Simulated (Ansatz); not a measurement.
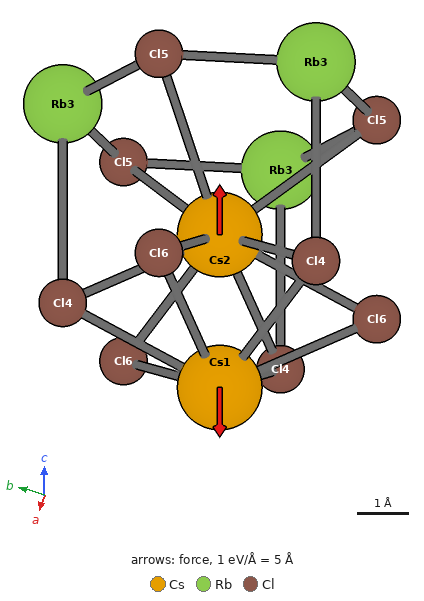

Starting geometry of a crystal of Cs2RbCl3 (built on the Ce2CuGe3-187 type type) with the computed forces as red arrows. The picture is a ball-and-stick view of the atoms within 4.2 Å of the atom that moves most (axes of the cell of the calculation), seen from a free direction.

Theory: Ansatz, DFT, r2SCAN+rVV10, plane waves, PAW. (plane-wave cutoff 500 eV; k-point mesh 6 × 6 × 4; occupations fermi dirac; smearing width 0.03 eV; no spin polarisation; cell and atoms relaxed; force threshold 0.01 eV/Å; at most 120 steps)

**Is this structure relaxed? If not, where do the atoms go?**

It isn't relaxed: the largest force vector, on Cs atoms, is 0.22 eV/Å. The atoms end up moving mostly along the starting forces (cosine between the two patterns 1.00). The energy falls by 68.9 meV per cell of the calculation in 5 accepted moves (6 points after the start). Largest force component: 0.22 eV/Å at the start, 0.00052 eV/Å at the end. Pressure: 0.21 GPa at the start and 0.00 GPa at the end. At 1 point the geometry stayed and the basis and grid were re-selected for the new cell (energy shift of 0.6 meV per cell of the calculation at most each time). The largest moves relative to the cell, 0.16 Å, are those of Cs1 and Cs2. Cs2 goes along +c. Cl and Rb stay in place. Cell: a = b 5.442 → 5.513 Å (+1.3 %), c 8.612 → 7.837 Å (−9.0 %). Volume −6.6 %. Near-neighbour distances that change, for instance: Rb3–Cl4 4.306 → 3.918 Å, Cs1–Cl5 4.110 → 3.897 Å, Cs1–Cl4 3.552 → 3.595 Å, Rb3–Cl5 3.142 → 3.183 Å. The space group stays P-6m2 (No. 187). The run took 93 s on 2 threads of AMD EPYC 7R13 Processor (Zen 3), on a shared host, peak memory 1.2 GiB.
